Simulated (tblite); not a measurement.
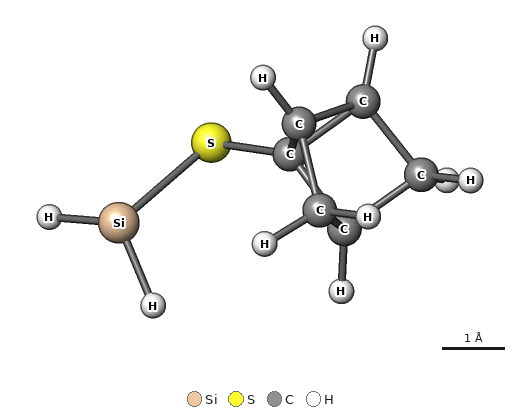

**Figure 1.** The structure as given in the input (ball-and-stick view, seen at a tilt). Bond lengths as drawn: C–C 1.50 to 1.56 Å, C–H 1.08 to 1.09 Å, C–S 1.76 Å, H–Si 1.45 to 1.46 Å and S–Si 2.15 Å.

Frequency calculation of C6H9SSi

The run: frequency calculation of C6H9SSi, multiplicity 2. Method and program: GFN2-xTB harmonic vibrations, gas phase (tblite 0.8.0).

It belongs to a series of runs on one base structure; here: H removed from Si.

Input file
```
{"job": {"kind": "ir", "xc": "GFN2-xTB", "basis": "xTB"}, "charge": 0, "multiplicity": 2}
Si     2.918959     0.928849     0.466226
S      1.401229     0.095604     1.744694
C      0.070373     0.004141     0.594970
C     -0.162459    -0.818442    -0.712038
C     -1.502288    -1.291377    -0.131254
C     -1.417044    -0.081590     0.778393
C     -0.807448     1.047286    -0.042016
C     -0.530354     0.490384    -1.424196
H      3.113881     0.053433    -0.681567
H      4.077629     1.071560     1.326395
H      0.533594    -1.522807    -1.153746
H     -2.343573    -1.347834    -0.823295
H     -1.414640    -2.222105     0.425416
H     -1.988035     0.105027     1.671552
H     -0.920918     2.081457     0.234491
H     -1.362140     0.445260    -2.128195
H      0.326236     0.973183    -1.892078
```

The first line tells a small driver script what to run in tblite; the rest is the geometry in Å.

Launch command:
```bash
OMP_NUM_THREADS=1 python <driver script> task.json out
```

What the program printed
```
mode    cm-1     km/mol
  1      35.4      1.91
  2      90.3      0.76
  3     106.7      1.38
  4     200.6      1.04
  5     238.7      2.01
  6     393.5      1.35
  7     455.1      3.05
  8     476.3     20.93
  9     509.9     22.40
 10     536.2     28.22
 11     562.6     55.15
 12     713.9    202.96
 13     720.8     56.58
 14     769.3      0.43
 15     872.8      3.60
 16     902.4      1.54
 17     915.8      0.59
 18     939.4      0.98
 19     986.7      2.02
 20     990.8      0.47
 21    1017.5      0.54
 22    1027.2      2.38
 23    1037.5      2.29
 24    1043.7      2.72
 25    1083.9      0.71
 26    1088.3      0.32
 27    1096.0      1.52
 28    1166.3      4.89
 29    1180.4      1.61
 30    1199.8      0.01
 31    1227.6      1.96
 32    1249.8      7.10
 33    1270.2      1.27
 34    1398.3      6.28
 35    1472.7      1.27
 36    1490.2      0.36
 37    2294.4    215.36
 38    2365.7    302.96
 39    2969.2      3.40
 40    2975.5    143.14
 41    3002.3     26.57
 42    3015.3     28.29
 43    3030.1     57.75
 44    3104.6     16.51
 45    3113.8     40.62
```

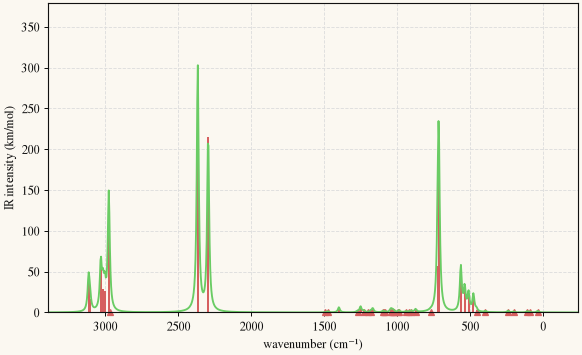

**Figure 2.** Harmonic infrared spectrum, unscaled: sticks (degenerate modes added up, dark ones marked on the axis) with a Lorentzian envelope of 16 cm⁻¹ full width, scaled to the tallest stick. 45 modes from 35 to 3114 cm⁻¹, none imaginary. The strongest line is at 2366 cm⁻¹ (303 km/mol).

Summary

- outcome: converged
- total energy: −607.1772 eV
- zero-point energy: 80.5380 kcal/mol
- hardware: 1 CPU thread, shared host
- wall time: 0.69 s
- peak memory: 0.18 GiB
